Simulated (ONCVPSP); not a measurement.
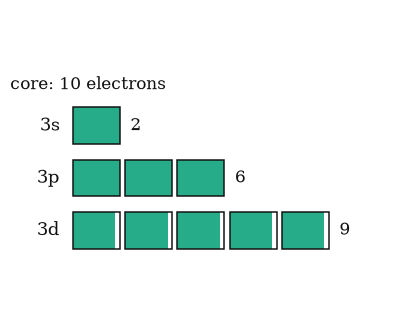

The valence shells of the reference configuration: a box for each of the 2l + 1 orbitals, shaded by the share of the shell that is filled, with the electron count at the right. The shells are those of the unaltered input.

## Run report: Cu, pseudopotential generation

System: copper (Cu, Z = 29), core [Ne], reference valence 3s2 3p6 3d9 (an ion of charge +2), valence charge 19. (This line and the method describe the unaltered input from which the odd one was made.)
Method: ONCV potential, PBE, scalar-relativistic, made with ONCVPSP 4.0.1.

### Input file
```
# ATOM AND REFERENCE CONFIGURATION
# atsym  z   nc   nv     iexc    psfile
  Cu 29.00    3    3        4      upf
#
#   n    l    f
    1    0    2.00
    2    0    2.00
    2    1    6.00
    3    0    2.00
    3    1    6.00
    3    2    9.00
#
# PSEUDOPOTENTIAL AND OPTIMIZATION
# lmax
    3
#
#   l,   rc,      ep,       ncon, nbas, qcut
    0    0.75    0.00    4    8    6.80
    1    0.75    0.00    4    8   25.00
    2    1.40    0.00    4    9   12.20
    3    1.35    0.25    4    7    7.90
#
# LOCAL POTENTIAL
# lloc, lpopt,  rc(5),   dvloc0
    4    2    0.50    3.00
#
# VANDERBILT-KLEINMAN-BYLANDER PROJECTORs
# l, nproj, debl
    0    1    1.40
    1    2    3.50
    2    2    1.20
    3    3    1.40
#
# MODEL CORE CHARGE
# icmod, fcfact, rcfact
    3    5.75    1.35
#
# LOG DERIVATIVE ANALYSIS
# epsh1, epsh2, depsh
   -7.00    5.00    0.04
#
# OUTPUT GRID
# rlmax, drl
    6.00    0.01
#
# TEST CONFIGURATIONS
# ncnf
    4
# nvcnf
#   n    l    f
    4
    3    0    2.00
    3    1    6.00
    3    2   10.00
    4    0    1.00
#
    3
    3    0    2.00
    3    1    6.00
    3    2   10.00
#
    3
    3    0    2.00
    3    1    6.00
    3    2    8.00
#
    3
    3    0    2.00
    3    1    6.00
    3    2    7.00
#
```

Hardware: 1 CPU thread, shared host.

Command:
```bash
oncvpsp.x < Cu.dat > Cu.out
```

### The program's output (extracts)
```
ONCVPSP  (Optimized Norm-Conservinng Vanderbilt PSeudopotential)
scalar-relativistic version 4.0.1

#   n    l    f        energy (Ha)
    1    0    2.00    -3.2621756E+02
    2    0    2.00    -3.9990945E+01
    2    1    6.00    -3.4643423E+01
    3    0    2.00    -5.1554172E+00
    3    1    6.00    -3.5874390E+00
    3    2    9.00    -1.0888125E+00

Reference configufation results
  iterations    24
  all-electron total energy (Ha)   -1.65376575D+03

Begin loop to  construct optimized pseudo wave functions
and semi-local pseudopoentials for all angular momenta

Calculating optimized projector #   1

 for l=   0

    Fraction of norm inside rc  0.610115
    Optimizing pswf for qcut=   6.79 a_B^-1,  ecut=  23.05 Ha
    Residual kinetic energy error=  1.53D-01 Ha

    Energy error per electron        Cutoff
         Ha          eV             Ha
         0.01000     0.27211      251.88
         0.00100     0.02721      313.52
         0.00010     0.00272      418.10
         0.00001     0.00027      590.33

WARNING wellstate: negative energy specified for n= 4 l=  1
WARNING scattering state with energy  0.25000000
WARNING will be used for the first projector

   Wellstate for l =  1  n =  5
     eigenvalue =   0.2500
     asymptotic potential =   0.7500
     half-point radius =  3.9992

Calculating optimized projector #   1

 for l=   1

    Fraction of norm inside rc  0.565366
    Optimizing pswf for qcut=  24.99 a_B^-1,  ecut= 312.25 Ha
    Residual kinetic energy error=  1.25D-08 Ha

    Energy error per electron        Cutoff
         Ha          eV             Ha
         0.01000     0.27211       94.49
         0.00100     0.02721      140.79
         0.00010     0.00272      184.15
         0.00001     0.00027      222.83

Calculating optimized projector #   2

 for l=   1

    Fraction of norm inside rc  0.019537
    Optimizing pswf for qcut=  24.99 a_B^-1,  ecut= 312.25 Ha
    Residual kinetic energy error=  2.78D-10 Ha

    Energy error per electron        Cutoff
         Ha          eV             Ha
         0.01000     0.27211       23.98
         0.00100     0.02721       72.30
         0.00010     0.00272      109.28
         0.00001     0.00027      135.48

   Wellstate for l =  2  n =  4
     eigenvalue =   0.1112
     asymptotic potential =   0.6112
     half-point radius =  2.8088

Calculating optimized projector #   1

 for l=   2

    Fraction of norm inside rc  0.846748
    Optimizing pswf for qcut=  12.19 a_B^-1,  ecut=  74.29 Ha
    Residual kinetic energy error=  5.01D-07 Ha

    Energy error per electron        Cutoff
         Ha          eV             Ha
         0.01000     0.27211       47.44
         0.00100     0.02721       56.01
         0.00010     0.00272       62.63
         0.00001     0.00027       67.93

Calculating optimized projector #   2

 for l=   2

    Fraction of norm inside rc  0.075860
    Optimizing pswf for qcut=  12.19 a_B^-1,  ecut=  74.29 Ha
    Residual kinetic energy error=  4.83D-07 Ha

    Energy error per electron        Cutoff
         Ha          eV             Ha
         0.01000     0.27211       42.24
         0.00100     0.02721       52.66
         0.00010     0.00272       61.12
         0.00001     0.00027       67.39

   Wellstate for l =  3  n =  4
     eigenvalue =   0.2500
     asymptotic potential =   0.7500
     half-point radius =  4.2778

   Wellstate for l =  3  n =  5
     eigenvalue =   1.6500
     asymptotic potential =   2.1500
     half-point radius =  3.4581

   Wellstate for l =  3  n =  6
     eigenvalue =   3.0500
     asymptotic potential =   3.5500
     half-point radius =  3.5106

Calculating optimized projector #   1

 for l=   3

    Fraction of norm inside rc  0.005931
    Optimizing pswf for qcut=   7.90 a_B^-1,  ecut=  31.18 Ha
    Residual kinetic energy error=  1.04D-05 Ha

    Energy error per electron        Cutoff
         Ha          eV             Ha
         0.01000     0.27211        3.96
         0.00100     0.02721       11.23
         0.00010     0.00272       21.87
         0.00001     0.00027       31.40

Calculating optimized projector #   2

 for l=   3

    Fraction of norm inside rc  0.047665
    Optimizing pswf for qcut=   7.90 a_B^-1,  ecut=  31.18 Ha
    Residual kinetic energy error=  2.02D-04 Ha

    Energy error per electron        Cutoff
         Ha          eV             Ha
         0.01000     0.27211       13.91
         0.00100     0.02721       24.80
         0.00010     0.00272       33.71
         0.00001     0.00027       60.14

Calculating optimized projector #   3

 for l=   3

    Fraction of norm inside rc  0.075147
    Optimizing pswf for qcut=   7.90 a_B^-1,  ecut=  31.18 Ha
    Residual kinetic energy error=  9.19D-04 Ha

    Energy error per electron        Cutoff
         Ha          eV             Ha
         0.01000     0.27211       20.18
         0.00100     0.02721       30.78
         0.00010     0.00272       61.65
         0.00001     0.00027      121.08

Construct Vanderbilt / Kleinmman-Bylander projectors

B matrix Hermiticity error, ll=   1
   1   2   -3.9782E-04

  Orthonormal projector coefficients  1.4903E+01  6.4022E+00

B matrix Hermiticity error, ll=   2
   1   2    1.3219E-04

  Orthonormal projector coefficients -5.0468E+00 -4.8681E+00

B matrix Hermiticity error, ll=   3
   1   2    4.4465E-06
   1   3   -1.3362E-05
   2   3    2.2735E-05

  Orthonormal projector coefficients -8.0094E+01 -1.4620E+01 -5.8637E+00

Model core correction analysis
  based on d2Exc/dn_idn_j

d2excae - all-electron derivatives

   -4.371149D-02   -4.057708D-02   -3.038287D-02
   -4.057726D-02   -3.901994D-02   -3.002906D-02
   -3.038322D-02   -3.002925D-02   -2.840040D-02

d2excps - pseudofunction derivatives with no core correction

   -4.927594D-02   -4.159259D-02   -3.141818D-02
   -4.159369D-02   -4.060220D-02   -3.190075D-02
   -3.141879D-02   -3.190090D-02   -2.942940D-02

rms 2nd derivative error    2.254387E-03

rmatch, rhocmatch    0.3649   61.1597

Teter function model core charge with specified parameters

d2excps - pseudofunction derivatives with core correction

   -3.926598D-02   -3.816730D-02   -3.059351D-02
   -3.816730D-02   -3.833772D-02   -3.116239D-02
   -3.059362D-02   -3.116249D-02   -2.924905D-02

rms 2nd derivative error    1.978229E-03

Pseudoatom total energy -191.073520

Diagnostic tests using Vanderbilt-Kleinman-Bylander pseudopotentials
  1 or more projectors used as specified by nproj input data

   l    rcore       rmatch      e in        delta e   norm test  slope test

   0   0.7526024   0.7754530  -5.1554172  -0.0001498   0.9999888   1.0000577

   1   0.7526024   0.7754530  -3.5874390  -0.0000753   1.0002274   1.0003273
   1   0.7526024   0.7754530   0.2500000   0.0000748   1.0005685   1.0005685

   2   1.4020244   1.4445929  -1.0888125  -0.0000044   1.0001387   1.0001525
   2   1.4020244   1.4445929   0.1111875   0.0000064   1.0002682   1.0002682

   3   1.3525947   1.3936624   0.2500000   0.0000543   1.0000718   1.0000718
   3   1.3525947   1.3936624   1.6500000   0.0000877   1.0001092   1.0001092
   3   1.3525947   1.3936624   3.0500000   0.0001036   1.0001726   1.0001726

 Testing for bound ghosts
   n   l    E NL Schr. Eq   E Basis Diag.   E Cutoff

   1   0       -5.155567       -5.152761    331.39

   2   1       -3.587514       -3.579663    532.96

   3   2       -1.088817       -1.088076    225.70

       3                       -8.530465    210.05  WARNING - GHOST(-)
   4   3       -0.134296        0.498723    210.05

 Testing for highly-localized positive-energy ghosts
       l    <radius>/rc     E Basis Diag.   E Cutoff

Test configuration 0

   n   l     f        eae           eps        diff
   1   0  2.0000 -326.21755518
   2   0  2.0000  -39.99094519
   2   1  6.0000  -34.64342349
   3   0  2.0000   -5.15541721   -5.15556704   -1.50D-04
   3   1  6.0000   -3.58743895   -3.58751428   -7.53D-05
   3   2  9.0000   -1.08881248   -1.08881692   -4.44D-06

    Total energies and differences
      AE_ref= -1.65376575D+03  AE_tst= -1.65376575D+03  dif=  0.00D+00
      PS_ref= -1.91073520D+02  PS_tst= -1.91073520D+02  dif= -8.53D-13
      PSP excitation error=  8.53D-13

Test configuration 1

   n   l     f        eae           eps        diff
   1   0  2.0000 -325.27451999
   2   0  2.0000  -39.04522397
   2   1  6.0000  -33.69828223
   3   0  2.0000   -4.21529237   -4.20984023    5.45D-03
   3   1  6.0000   -2.65123870   -2.64579976    5.44D-03
   3   2 10.0000   -0.18516466   -0.18063260    4.53D-03
   4   0  1.0000   -0.16941097   -0.17475567   -5.34D-03

    Total energies and differences
      AE_ref= -1.65376575D+03  AE_tst= -1.65484922D+03  dif= -1.08D+00
      PS_ref= -1.91073520D+02  PS_tst= -1.92165207D+02  dif= -1.09D+00
      PSP excitation error=  8.22D-03

Test configuration 2

   n   l     f        eae           eps        diff
   1   0  2.0000 -325.59186900
   2   0  2.0000  -39.35290449
   2   1  6.0000  -34.00678728
   3   0  2.0000   -4.53200588   -4.53176125    2.45D-04
   3   1  6.0000   -2.96913099   -2.96837354    7.57D-04
   3   2 10.0000   -0.50194273   -0.50231944   -3.77D-04

    Total energies and differences
      AE_ref= -1.65376575D+03  AE_tst= -1.65454971D+03  dif= -7.84D-01
      PS_ref= -1.91073520D+02  PS_tst= -1.91857918D+02  dif= -7.84D-01
      PSP excitation error=  4.43D-04

Test configuration 3

   n   l     f        eae           eps        diff
   1   0  2.0000 -326.98917842
   2   0  2.0000  -40.78273461
   2   1  6.0000  -35.43330306
   3   0  2.0000   -5.90521701   -5.90406636    1.15D-03
   3   1  6.0000   -4.32924979   -4.32858378    6.66D-04
   3   2  8.0000   -1.79749025   -1.79267366    4.82D-03

    Total energies and differences
      AE_ref= -1.65376575D+03  AE_tst= -1.65233181D+03  dif=  1.43D+00
      PS_ref= -1.91073520D+02  PS_tst= -1.89641336D+02  dif=  1.43D+00
      PSP excitation error=  1.76D-03

Test configuration 4

   n   l     f        eae           eps        diff
   1   0  2.0000 -327.88651755
   2   0  2.0000  -41.70651641
   2   1  6.0000  -36.35500101
   3   0  2.0000   -6.75427960   -6.74733940    6.94D-03
   3   1  6.0000   -5.16839734   -5.16250955    5.89D-03
   3   2  7.0000   -2.60688351   -2.58866128    1.82D-02

    Total energies and differences
      AE_ref= -1.65376575D+03  AE_tst= -1.65013755D+03  dif=  3.63D+00
      PS_ref= -1.91073520D+02  PS_tst= -1.87457551D+02  dif=  3.62D+00
      PSP excitation error=  1.22D-02
```

### What the run reported

- outcome: generated, with a ghost state
- ghost flags of the generator: 1 GHOST(-), 0 GHOST(+)
- largest excitation error printed: 330 meV
- wall time: 4.4 s

### What is odd here

The input is odd on purpose: qcut of l = 1 set to 25.00. The program ran to the end. The all-electron atom is untouched: its total energy equals that from the unaltered input (−1653.7658 Ha). The pseudo-atom's total energy moves by +0.12 Ha, so the potential, or the configuration in which it is tested, is another one. The unaltered input has a GHOST(-) flag too. The potential has a bound ghost state, so it can't be used as it stands. Warnings of the program, in the generation or the tests: wellstate: negative energy specified for n= 4 l= 1.
